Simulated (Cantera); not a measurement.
A closed system holds: 1 mol SiC, a varied amount of O₂, 1.4 mol H₂, held at 1500 °C and 3800 Pa.

Method: chemical equilibrium by Gibbs-energy minimisation in Cantera with the NASA 1993 tables (ideal gas, pure condensed phases). Candidate condensed phases: C, C₆H₆, C₇H₈, C₈H₁₈, H₂O, Si, SiC, SiO₂; 123 gas species. The tables hold silica as quartz up to 1696 K and as liquid above; real silica turns to tridymite and cristobalite and melts near 1996 K. Gases not in the tables: Si(OH)₄. Rates play no part.

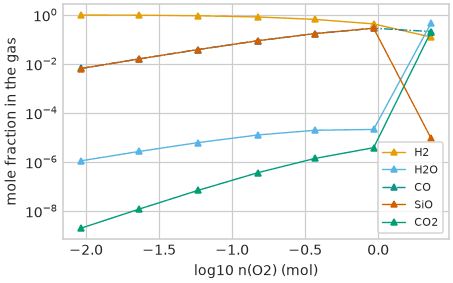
*Equilibrium gas composition (values under 1e-9 drawn at 1e-9)*

From 0.0092 mol O₂ to 0.93 mol O₂ the condensed part is SiC(s). At 2.3 mol O₂ the condensed part is SiO₂(condensed). The share of Si in condensed phases is highest at 2.3 mol O₂ (100.0 %) and lowest at 0.93 mol O₂ (7.0 %).
